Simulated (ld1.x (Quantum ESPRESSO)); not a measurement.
# Cu: two inputs for a TM potential, part 2 of 2

Aim: run the settings below and read what the generator makes of them, then set beside them a closely related input and test what it gives.

ld1.x (Quantum ESPRESSO) 7.5. Earlier steps stand in the parts before.

### Step 5. Testing the new file in other configurations

File Cu.test.in:

```
 &input
   title='Cu', zed=29., rel=2, dft='PBE', iswitch=2,
   config='[Ar] 3d10 4s1 4p0', rel_dist='average'
 /
 &test
   file_pseudo='Cu.UPF', nconf=8,
   configts(1)='3s2 3p6 3d10 4s1 4p0',
   configts(2)='3s2 3p6 3d10 4s0 4p0',
   configts(3)='3s2 3p6 3d9 4s0 4p0',
   configts(4)='3s2 3p6 3d8 4s0 4p0',
   configts(5)='3s2 3p6 3d9 4s2 4p0',
   configts(6)='3s2 3p6 3d9 4s1 4p0',
   configts(7)='3s1 3p6 3d10 4s1 4p0',
   configts(8)='3s2 3p6 3d10 4s0 4p1'
 /
```

On the command line:

```
ld1.x < Cu.test.in > Cu.test.out
```

Cu.test.out, the pseudopotential blocks:

```text
     ---------------------- Testing the pseudopotential ----------------------

     Cu
     dirac relativistic calculation

     atomic number is 29.00   valence charge is 19.00
     dft =PBE   lsd =0 sic =0 latt =0  beta=0.20 tr2=1.0E-14
     mesh =1199 r(mesh) = 100.25372 xmin = -7.00 dx = 0.01250

     n l  j  nl             e AE (Ry)       e PS (Ry)    De AE-PS (Ry)
     1 0 0.5 3S   1( 2.00)       -8.42828       -8.42846        0.00019
     2 1 0.5 3P   1( 2.00)       -5.42864       -5.42865        0.00001
     2 1 1.5 3P   1( 4.00)       -5.23897       -5.23904        0.00007
     3 2 1.5 3D   1( 4.00)       -0.38235       -0.38235       -0.00000
     3 2 2.5 3D   1( 6.00)       -0.36251       -0.36252        0.00001
     2 0 0.5 4S   1( 1.00)       -0.33881       -0.33630       -0.00250
     3 1 0.5 4P   1( 0.00)       -0.05300       -0.05335        0.00036
     3 1 1.5 4P   1( 0.00)       -0.05044       -0.05087        0.00043

     eps = 5.5E-17  iter = 13

     Etot =   -3309.806908 Ry,   -1654.903454 Ha,  -45032.217090 eV
     Etotps =  -402.719126 Ry,    -201.359563 Ha,   -5479.272850 eV

     Ekin =     204.819645 Ry,     102.409823 Ha,    2786.713240 eV
     Encl =    -853.493474 Ry,    -426.746737 Ha,  -11612.370285 eV
     Ehrt =     342.124372 Ry,     171.062186 Ha,    4654.839216 eV
     Ecxc =     -57.880949 Ry,     -28.940474 Ha,    -787.510429 eV
     (Ecc =     -18.407034 Ry,      -9.203517 Ha,    -250.440462 eV)
     Epseu=     -38.288721 Ry,     -19.144361 Ha,    -520.944592 eV

     ---------------------- End of pseudopotential test ----------------------

     ---------------------- Testing the pseudopotential ----------------------

     Cu
     [...]
     n l  j  nl             e AE (Ry)       e PS (Ry)    De AE-PS (Ry)
     1 0 0.5 3S   1( 2.00)       -9.06162       -9.06798        0.00636  !
     2 1 0.5 3P   1( 2.00)       -6.06391       -6.06982        0.00592  !
     2 1 1.5 3P   1( 4.00)       -5.87488       -5.88071        0.00583  !
     3 2 1.5 3D   1( 4.00)       -1.01595       -1.02395        0.00800  !
     3 2 2.5 3D   1( 6.00)       -0.99589       -1.00388        0.00799  !
     2 0 0.5 4S   1( 0.00)       -0.87403       -0.88417        0.01014  !
     3 1 0.5 4P   1( 0.00)       -0.48588       -0.50549        0.01961  !
     3 1 1.5 4P   1( 0.00)       -0.47925       -0.49935        0.02010  !

     eps = 8.5E-15  iter = 12

     Etot =   -3309.207997 Ry,   -1654.603998 Ha,  -45024.068481 eV
     Etotps =  -402.116462 Ry,    -201.058231 Ha,   -5471.073186 eV
     dEtot_ae =       0.598912 Ry
     dEtot_ps =       0.602664 Ry,   Delta E=      -0.003752 Ry

     [...]
     ---------------------- End of pseudopotential test ----------------------

     ---------------------- Testing the pseudopotential ----------------------

     Cu
     [...]
     n l  j  nl             e AE (Ry)       e PS (Ry)    De AE-PS (Ry)
     1 0 0.5 3S   1( 2.00)      -10.30828      -10.32053        0.01226  !
     2 1 0.5 3P   1( 2.00)       -7.30182       -7.31382        0.01200  !
     2 1 1.5 3P   1( 4.00)       -7.11059       -7.12257        0.01198  !
     3 2 1.5 3D   1( 3.60)       -2.19072       -2.20097        0.01025  !
     3 2 2.5 3D   1( 5.40)       -2.16867       -2.17894        0.01027  !
     2 0 0.5 4S   1( 0.00)       -1.64228       -1.65855        0.01627  !
     3 1 0.5 4P   1( 0.00)       -1.13644       -1.16760        0.03116  !
     3 1 1.5 4P   1( 0.00)       -1.12402       -1.15622        0.03220  !

     eps = 7.8E-15  iter = 10

     Etot =   -3307.640043 Ry,   -1653.820021 Ha,  -45002.735383 eV
     Etotps =  -400.538976 Ry,    -200.269488 Ha,   -5449.610395 eV
     dEtot_ae =       2.166865 Ry
     dEtot_ps =       2.180150 Ry,   Delta E=      -0.013285 Ry

     [...]
     ---------------------- End of pseudopotential test ----------------------

     ---------------------- Testing the pseudopotential ----------------------

     Cu
     [...]
     n l  j  nl             e AE (Ry)       e PS (Ry)    De AE-PS (Ry)
     1 0 0.5 3S   1( 2.00)      -11.80769      -11.82473        0.01705  !
     2 1 0.5 3P   1( 2.00)       -8.78782       -8.80506        0.01724  !
     2 1 1.5 3P   1( 4.00)       -8.59274       -8.61018        0.01744  !
     3 2 1.5 3D   1( 3.20)       -3.60917       -3.61370        0.00452
     3 2 2.5 3D   1( 4.80)       -3.58500       -3.58966        0.00466
     2 0 0.5 4S   1( 0.00)       -2.53746       -2.55840        0.02094  !
     3 1 0.5 4P   1( 0.00)       -1.92780       -1.96970        0.04189  !
     3 1 1.5 4P   1( 0.00)       -1.90908       -1.95274        0.04366  !

     eps = 3.0E-15  iter = 10

     Etot =   -3304.772160 Ry,   -1652.386080 Ha,  -44963.715854 eV
     Etotps =  -397.662659 Ry,    -198.831330 Ha,   -5410.476107 eV
     dEtot_ae =       5.034748 Ry
     dEtot_ps =       5.056467 Ry,   Delta E=      -0.021719 Ry

     [...]
     ---------------------- End of pseudopotential test ----------------------

     ---------------------- Testing the pseudopotential ----------------------

     Cu
     [...]
     n l  j  nl             e AE (Ry)       e PS (Ry)    De AE-PS (Ry)
     1 0 0.5 3S   1( 2.00)       -8.81719       -8.82085        0.00365
     2 1 0.5 3P   1( 2.00)       -5.80945       -5.81324        0.00379
     2 1 1.5 3P   1( 4.00)       -5.61759       -5.62160        0.00402
     3 2 1.5 3D   1( 3.60)       -0.71254       -0.71123       -0.00131
     3 2 2.5 3D   1( 5.40)       -0.69095       -0.68971       -0.00125
     2 0 0.5 4S   1( 2.00)       -0.42713       -0.42087       -0.00627  !
     3 1 0.5 4P   1( 0.00)       -0.08885       -0.08654       -0.00231
     3 1 1.5 4P   1( 0.00)       -0.08478       -0.08266       -0.00212

     eps = 4.4E-15  iter = 17

     Etot =   -3309.662052 Ry,   -1654.831026 Ha,  -45030.246223 eV
     Etotps =  -402.570384 Ry,    -201.285192 Ha,   -5477.249106 eV
     dEtot_ae =       0.144856 Ry
     dEtot_ps =       0.148742 Ry,   Delta E=      -0.003886 Ry

     [...]
     ---------------------- End of pseudopotential test ----------------------

     ---------------------- Testing the pseudopotential ----------------------

     Cu
     [...]
     n l  j  nl             e AE (Ry)       e PS (Ry)    De AE-PS (Ry)
     1 0 0.5 3S   1( 2.00)       -9.50735       -9.51605        0.00870  !
     2 1 0.5 3P   1( 2.00)       -6.50044       -6.50906        0.00862  !
     2 1 1.5 3P   1( 4.00)       -6.30890       -6.31764        0.00874  !
     3 2 1.5 3D   1( 3.60)       -1.39893       -1.40373        0.00480
     3 2 2.5 3D   1( 5.40)       -1.37715       -1.38200        0.00484
     2 0 0.5 4S   1( 1.00)       -0.99911       -1.00392        0.00481
     3 1 0.5 4P   1( 0.00)       -0.57037       -0.58176        0.01139  !
     3 1 1.5 4P   1( 0.00)       -0.56215       -0.57395        0.01180  !

     eps = 2.1E-15  iter = 14

     Etot =   -3308.955862 Ry,   -1654.477931 Ha,  -45020.638022 eV
     Etotps =  -401.865199 Ry,    -200.932600 Ha,   -5467.654580 eV
     dEtot_ae =       0.851046 Ry
     dEtot_ps =       0.853927 Ry,   Delta E=      -0.002881 Ry

     [...]
     ---------------------- End of pseudopotential test ----------------------

     ---------------------- Testing the pseudopotential ----------------------

     Cu
     [...]
     n l  j  nl             e AE (Ry)       e PS (Ry)    De AE-PS (Ry)
     1 0 0.5 3S   1( 1.00)       -9.60049       -9.63602        0.03552  !
     2 1 0.5 3P   1( 2.00)       -6.59239       -6.62457        0.03217  !
     2 1 1.5 3P   1( 4.00)       -6.39975       -6.43061        0.03085  !
     3 2 1.5 3D   1( 4.00)       -1.47038       -1.48170        0.01132  !
     3 2 2.5 3D   1( 6.00)       -1.44814       -1.45928        0.01113  !
     2 0 0.5 4S   1( 1.00)       -1.00529       -1.00862        0.00333
     3 1 0.5 4P   1( 0.00)       -0.57245       -0.58353        0.01108  !
     3 1 1.5 4P   1( 0.00)       -0.56411       -0.57567        0.01156  !

     eps = 8.6E-15  iter = 13

     Etot =   -3300.823192 Ry,   -1650.411596 Ha,  -44909.987408 eV
     Etotps =  -393.718443 Ry,    -196.859221 Ha,   -5356.812307 eV
     dEtot_ae =       8.983716 Ry
     dEtot_ps =       9.000684 Ry,   Delta E=      -0.016968 Ry

     [...]
     ---------------------- End of pseudopotential test ----------------------

     ---------------------- Testing the pseudopotential ----------------------

     Cu
     [...]
     n l  j  nl             e AE (Ry)       e PS (Ry)    De AE-PS (Ry)
     1 0 0.5 3S   1( 2.00)       -8.58454       -8.57848       -0.00606  !
     2 1 0.5 3P   1( 2.00)       -5.58590       -5.57953       -0.00636  !
     2 1 1.5 3P   1( 4.00)       -5.39660       -5.39021       -0.00638  !
     3 2 1.5 3D   1( 4.00)       -0.53775       -0.53284       -0.00491
     3 2 2.5 3D   1( 6.00)       -0.51778       -0.51287       -0.00491
     2 0 0.5 4S   1( 0.00)       -0.44608       -0.44054       -0.00554  !
     3 1 0.5 4P   1( 0.33)       -0.12844       -0.12376       -0.00468
     3 1 1.5 4P   1( 0.67)       -0.12487       -0.12020       -0.00467

     eps = 6.0E-15  iter = 16

     Etot =   -3309.502894 Ry,   -1654.751447 Ha,  -45028.080769 eV
     Etotps =  -402.416565 Ry,    -201.208282 Ha,   -5475.156284 eV
     dEtot_ae =       0.304014 Ry
     dEtot_ps =       0.302562 Ry,   Delta E=       0.001452 Ry

     [...]
     ---------------------- End of pseudopotential test ----------------------
```

Energies count from the reference configuration 3s2 3p6 3d10 4s1 4p0; the error is all-electron less pseudo. The frozen-core shift comes from a second all-electron run, not shown, with the core orbitals held at their reference shape; it is that run's ΔE less the relaxed one.

| valence configuration | charge | ΔE all-electron (eV) | error AE − PS (meV) | frozen-core shift (meV) |
| --- | --- | --- | --- | --- |
| 3s2 3p6 3d10 4s0 4p0 | +1 | 8.149 | -51 | 0.0 |
| 3s2 3p6 3d9 4s0 4p0 | +2 | 29.482 | -181 | 0.0 |
| 3s2 3p6 3d8 4s0 4p0 | +3 | 68.501 | -296 | +0.2 |
| 3s2 3p6 3d9 4s2 4p0 | 0 | 1.971 | -53 | +0.2 |
| 3s2 3p6 3d9 4s1 4p0 | +1 | 11.579 | -39 | +0.1 |
| 3s1 3p6 3d10 4s1 4p0 | +1 | 122.230 | -231 | +3.6 |
| 3s2 3p6 3d10 4s0 4p1 | 0 | 4.136 | +20 | 0.0 |

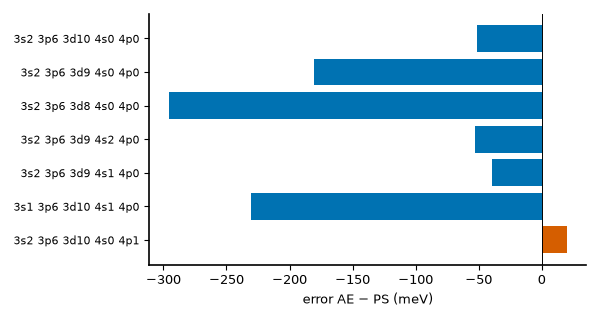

Error of the potential in each test configuration.

### Step 6. Logarithmic derivatives

Taken from the files of the generation run. The phase is arctan(r·u′/u) with u = r·R, unwrapped, with energies in Ry. A pole is an energy at which the radial function vanishes at the test radius. The pseudo phase is shifted by a multiple of π to meet the all-electron one at the reference energy. Levels narrower than the energy grid can be missing from the poles. The last column is the largest difference on the grid between −1 and +1 Ry.

```tsv
channel	radius (bohr)	reference (Ry)	poles AE	poles PS	window around the reference with phases within 0.05 rad (Ry)	largest difference near zero (rad)
s	1.59	-8.43	-8.22	-8.22	the whole range	0.018
p1/2	1.59	-5.43	-5.11	-5.11	the whole range	0.005
p3/2	1.59	-5.24	-4.89	-4.89	the whole range	0.006
d3/2	1.59	-0.38	0.41	0.42	below 3.5	0.006
d5/2	1.59	-0.36	0.44	0.46	below 3.5	0.006
```

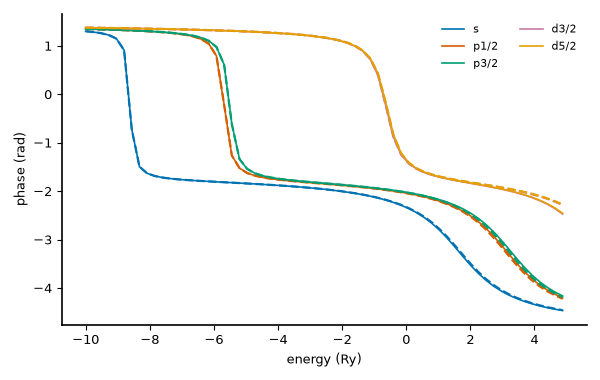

Phases by channel: all-electron solid, pseudo dashed.

### Step 7. Cutoff and ghost test in a Bessel basis

This step uses the generator's waves and projectors in a separate script. Basis: spherical Bessel functions vanishing at 20 bohr, q² up to the cutoff; potential fixed at the reference.

Even at 400 Ry an occupied level stays 58 mRy from its reference, so no cutoffs are read; the levels have long settled, so the basis size isn't the cause: the level found isn't the valence state, or the test fails for this file. The ghost test is not conclusive.

### Step 8. Summary of results

The summary covers parts 1 to 2.

```
                                                quantity                                         value
                                             first input  failed: run_pseudo: Errors in PS-KS equation
                                            second input                                     generated
                                                 cutoffs                                not determined
                                            bound ghosts                                not determined
                       largest miss of a reference level                                   34 meV (4s)
                            largest test error (AE − PS)             -296 meV, for 3s2 3p6 3d8 4s0 4p0
largest phase difference near zero energy, channels read                                     0.018 rad
```

In words: So this one change separates a failed generation from a finished one. Already in the reference configuration the 4s level is off by 34 meV; it has no partial wave or projector of its own. By total energies transferability is poor: the largest error is 296 meV on 68.5 eV, for 3s2 3p6 3d8 4s0 4p0. That test lies far up in energy; among those under 40 eV, nearer to bonding, the largest error is 181 meV. Freezing the core alone would shift it much less, so the error comes from the pseudisation. Even at 400 Ry an occupied level stays 58 mRy from its reference, so no cutoffs are read; the levels have long settled, so the basis size isn't the cause: the level found isn't the valence state, or the test fails for this file. Ghosts could not be judged. Near zero energy the phases of the channels with partial waves agree within 0.018 rad. All of this concerns the isolated atom, not yet a solid.
